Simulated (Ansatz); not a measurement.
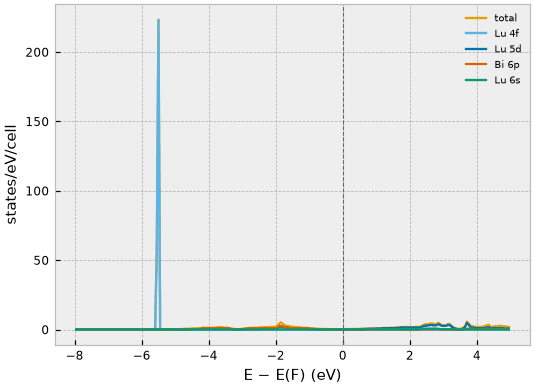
*Total and projected density of states of LuBi (rock salt, Fm-3m), DFT-LDA in the program Ansatz with PAW potentials*

Question: Which orbitals carry the states next to the Fermi level?

Answer: Within 0.5 eV of the Fermi level: Lu 5d 62 %, Bi 6p 34 %. Projections are on Löwdin-orthogonalised atomic valence shells; empty p or d shells of many metals are not among them.

Question: Where is the tallest occupied peak in this window, and what makes it?

Answer: Near -5.5 eV, about 220 states/eV per cell; the largest projected share is Lu 4f.

The first step of the workflow began from a Materials Project structure, measured or hypothetical; the Crystallography Open Database copy checked does not list it. With Lu and Bi taken as one species the cell has the higher symmetry Pm-3m, so it may be an ordered model of a mixed-site phase. Its standing as an ambient phase is unchecked. The cell was relaxed with LDA under the symmetry of its start; of distortions, only those at the zone centre were tested. Scalar-relativistic: spin–orbit coupling is off unless named, which matters more the heavier the elements.

Potentials: the later of the program's two PAW sets.
